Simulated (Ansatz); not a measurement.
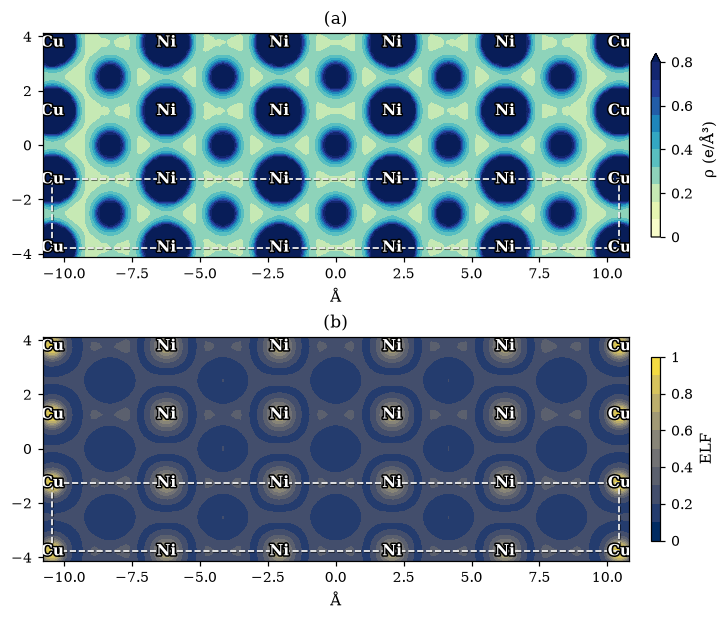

Figure. Cu3Ni2. (a) valence electron density; (b) electron localisation function on the (11̄0) plane of the conventional cell.

Space group P-6m2; a structure generated by program, which may or may not match a known phase; computed pressure about −7 GPa in this cell; computed without spin polarisation.

Level of theory: DFT r2SCAN, scalar-relativistic, plane waves, PAW in Ansatz 0.2.0.

Core electrons are frozen (PAW), and the valence fields are smoothed inside the atomic spheres.

Input file:

```
crystal:
  lattice:
    - [2.5168841107, -2.8e-09, 0.0]
    - [-1.2584420529, 2.1796855797, 0.0]
    - [0.0, 0.0, 20.8819375268]
  atoms:
    - { symbol: Cu, position: [0.3333333333, 0.6666666667, 0.0] }
    - { symbol: Cu, position: [0.6666666667, 0.3333333333, 0.6989853801] }
    - { symbol: Cu, position: [0.6666666667, 0.3333333333, 0.8978381044] }
    - { symbol: Cu, position: [0.6666666667, 0.3333333333, 0.1021618956] }
    - { symbol: Cu, position: [0.6666666667, 0.3333333333, 0.3010146199] }
    - { symbol: Cu, position: [0.6666666667, 0.3333333333, 0.5] }
    - { symbol: Ni, position: [0.3333333333, 0.6666666667, 0.5995146131] }
    - { symbol: Ni, position: [0.3333333333, 0.6666666667, 0.7986203889] }
    - { symbol: Ni, position: [0.3333333333, 0.6666666667, 0.2013796111] }
    - { symbol: Ni, position: [0.3333333333, 0.6666666667, 0.4004853869] }
basis:
  ecutwfc: 500
kpoints:
  mp_grid: { grid: [18, 18, 2] }
  band_path:
    path:
      - [[0.0, 0.0, 0.0], [0.5, 0.0, 0.0], [0.33333333, 0.33333333, 0.0], [0.0, 0.0, 0.0], [0.0, 0.0, 0.5], [0.5, 0.0, 0.5], [0.33333333, 0.33333333, 0.5], [0.0, 0.0, 0.5]]
      - [[0.5, 0.0, 0.5], [0.5, 0.0, 0.0]]
      - [[0.33333333, 0.33333333, 0.5], [0.33333333, 0.33333333, 0.0]]
    npoints: 14
hamiltonian:
  xc: r2scan
scf:
  occupations: { method: gaussian, width: 0.1 }
  n_extra_bands: 25
output:
  forces: true
  stress: true
  eigenvalues: true
  populations: true
  dos: { projected: true, de: 0.02, nscf_kmesh: { grid: [22, 22, 3] } }
  bader: true
  write_density: true
  write_potential: true
  elf: true
  volumetric_format: npy
```

Launched as:

```sh
ansatz run input.yaml --threads 4 --pin off --max-ram 8192MiB --backend cpu --events-out ev --progress --plain --runs-dir out
```

Below, planes, directions and counts refer to the conventional cell (a = 2.52 Å, b = 2.52 Å, c = 20.88 Å, α = 90.00°, β = 90.00°, γ = 120.00°).

Question: Describe what can be read from this map.

Answer: The plane passes through Cu and Ni nuclei. Atoms just off the plane (Cu, 0.7 Å away) can leave unmarked features too. Cu–Cu (2.52 Å): ρ at the midpoint is about 0.28 e/Å³; the ELF is about 0.20 at the midpoint (no shared electron pair shows on this line). Ni–Ni (2.52 Å): ρ is about 0.3 e/Å³ halfway; the ELF is about 0.25 at the midpoint (no localised pair shows between them). Between the atoms the lowest density in this plane is 0.2 e/Å³. The features right at Cu and Ni lie inside the PAW spheres, where the map follows smoothed inner orbitals and isn't to be read closely.

Question: How much charge does the calculation move between the atoms?

Answer: Very little charge moves. Bader charges: Cu +0.04 and Ni −0.06 e.
